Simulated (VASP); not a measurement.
```yaml
crystal:
  lattice:
    - [1.76419, -3.05566, 0.00000]
    - [1.76419, 3.05566, 0.00000]
    - [0.00000, 0.00000, 6.03085]
  atoms:
    - { symbol: Ti, position: [0.00000, 0.00000, 0.00000] }
    - { symbol: Se, position: [0.33333, 0.66667, 0.25596] }
    - { symbol: Se, position: [0.66667, 0.33333, 0.74404] }
```

Computed with PBE GGA with D3 dispersion (zero damping), VASP's PBE PAW potentials (set 64) (plane waves; VASP). Numerical set-up: 520 eV cut-off, 11×11×6 Γ-centred mesh, tetrahedra with Blöchl corrections, potentials Ti_sv Se.

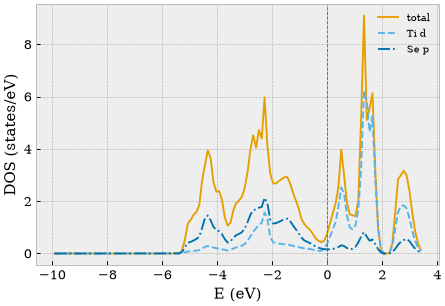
Total and projected density of states, zero at the Fermi level

Within 2 eV below the Fermi level the largest weight inside VASP's projection spheres is Se p, then Ti d.

It has no gap at this level: it comes out as a metal or semimetal.

The compound is TiSe2 in the 1T layered structure. It was relaxed first.
